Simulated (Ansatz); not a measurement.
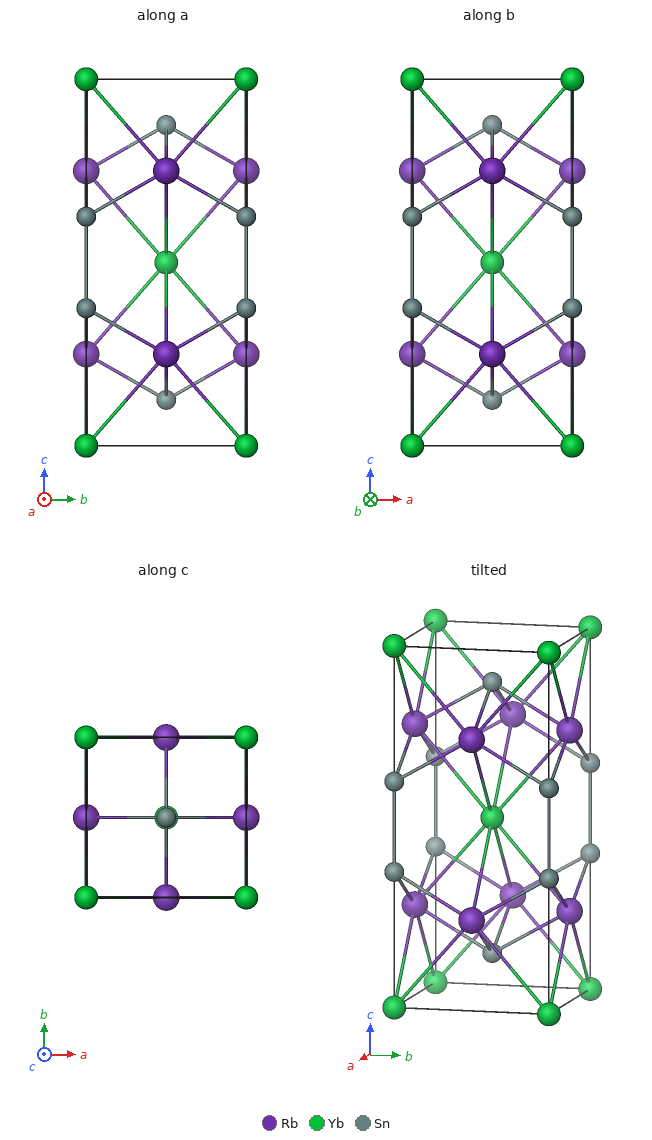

Crystal structure, ball-and-stick style, seen along the a axis, along the b axis, along the c axis and slightly off an axis. Lines trace the edges of the conventional unit cell.

Lattice parameters: a = 5.2387 Å, b = 5.2387 Å, c = 11.9939 Å, α = 90.000°, β = 90.000°, γ = 90.000°.

Q: Express the structure as a CIF in P1 with every atom of the cell.

A:
```cif
data_structure
_symmetry_space_group_name_H-M 'P 1'
_symmetry_Int_Tables_number 1
_cell_length_a 5.2387
_cell_length_b 5.2387
_cell_length_c 11.9939
_cell_angle_alpha 90.000
_cell_angle_beta 90.000
_cell_angle_gamma 90.000
_cell_volume 329.17
loop_
_atom_site_label
_atom_site_type_symbol
_atom_site_fract_x
_atom_site_fract_y
_atom_site_fract_z
_atom_site_occupancy
Rb1 Rb 0.5000 0.0000 0.7500 1
Rb2 Rb 0.0000 0.5000 0.7500 1
Yb1 Yb 0.0000 0.0000 0.0000 1
Sn1 Sn 0.5000 0.5000 0.8750 1
Sn2 Sn 0.0000 0.0000 0.6250 1
Rb3 Rb 0.0000 0.5000 0.2500 1
Rb4 Rb 0.5000 0.0000 0.2500 1
Yb2 Yb 0.5000 0.5000 0.5000 1
Sn3 Sn 0.0000 0.0000 0.3750 1
Sn4 Sn 0.5000 0.5000 0.1250 1
```

The model is a generated cell, made by putting these elements into a known structure type (the compound may or may not exist in this form); its atoms and cell weren't optimised. It was the input of a calculation with Ansatz.

At this level of theory the cell isn't at rest (compressed, at 10 GPa and forces up to 3.9 eV/Å), so its distances can differ from those at equilibrium, the more so the softer the solid.
